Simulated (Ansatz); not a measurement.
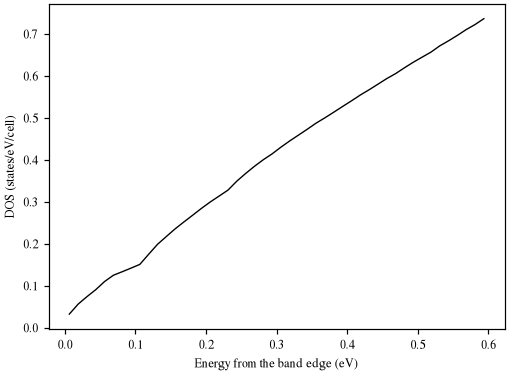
Figure: Density of states of GaP (F-43m) above the conduction band minimum, PBE with spin-orbit coupling, rigid bands (Ansatz, a quantum-chemistry and plane-wave program); cell volume 40.2 Å³.

Task: What effective density of states at 300 K does this give (∫ g(E) exp(−E/k_BT) dE, both spins, divided by the cell's size)?

Result: 4.0e19 cm⁻³, a density-of-states mass of 1.37 mₑ, valleys and band degeneracy included.

Geometry: cell and atoms relaxed with PBEsol.
